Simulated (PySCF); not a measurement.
**C5H3O3S (charge −1): density, localisation and related maps**

```xyz
12

O    -2.4426    0.4610   -0.7738
C    -1.5620   -0.1354   -0.1749
O    -1.8992   -1.2252    0.5790
C    -0.1570    0.1777   -0.1621
C     0.3422    1.2464   -0.8691
S     2.0396    1.4117   -0.6948
C     2.1225   -0.1020    0.4446
O     3.2028   -0.4547    0.8958
C     0.8291   -0.5510    0.5520
H    -2.8566   -1.3495    0.5036
H    -0.2120    1.9336   -1.4777
H     0.5944   -1.4131    1.1513
```

Geometry: GFN2-xTB.

Computed with PBE0/pcSseg-1, SCF density, gas phase, non-relativistic (PySCF).

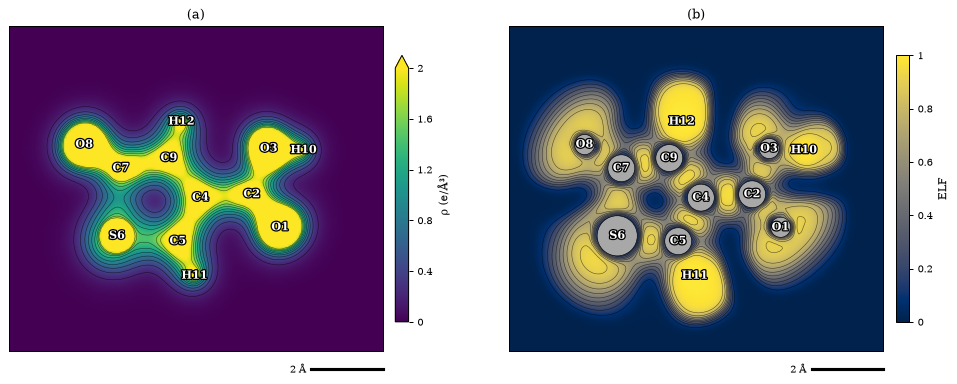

Figure 1. (a) electron density; (b) electron localisation function on the molecular plane. Grey discs cover the atomic cores in the ELF map.

Q: Read the bonding off the picture.

A:
- The section cuts through O, C, S and H sites.
- C–O (1.22 Å): the density is about 3.2 e/Å³ at the midpoint; the ELF peaks at about 0.85 between the atoms (a multiple bond).
- C–C (1.37 Å): ρ is about 2.1 e/Å³ halfway; the ELF peaks at about 0.95 between the atoms: a covalent bond.
- C–S (1.71 Å): ρ at the midpoint is about 1.4 e/Å³; the ELF peaks at about 0.90 between the atoms, as expected for localised, covalent bonding.
- O–H (0.97 Å): ρ is about 3.7 e/Å³ halfway; the ELF climbs to about 1 towards the hydrogen, as it does in any bond to H: an ordinary covalent bond to hydrogen.
- C–O (1.37 Å): ρ at the midpoint is about 2.3 e/Å³, with its minimum of 2 e/Å³ about 0.5 Å from C; the ELF peaks at about 0.85 between the atoms, as expected for a polar covalent bond.
- The ELF also peaks beside S6, O1, O8 and O3, away from the bonds: lone-pair regions.

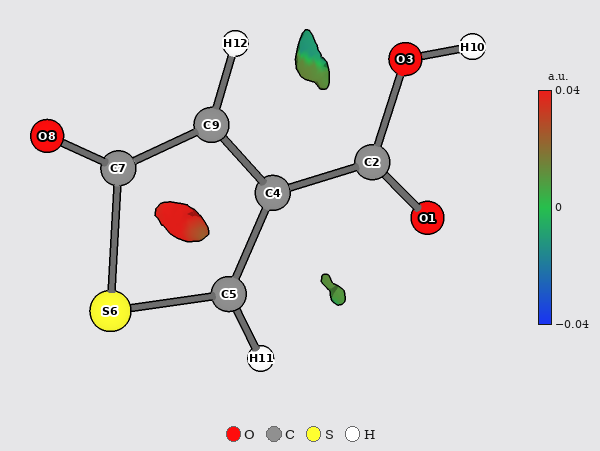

Figure 2. Non-covalent interaction (NCI) plot: the surface where the reduced density gradient is 0.5, for densities under 0.05 a.u., coloured by sign(λ₂)ρ; seen at a tilt.

Q: What holds or crowds the atoms apart from the covalent bonds?

A:
- Between C5 and H11 on one side and O1 and C2 on the other: a weak contact (green)
- Near H12, O3 and C9: mostly steric crowding (olive to red)
- Inside the ring or cage of C4, C5, S6, C7 and C9: steric crowding (red)
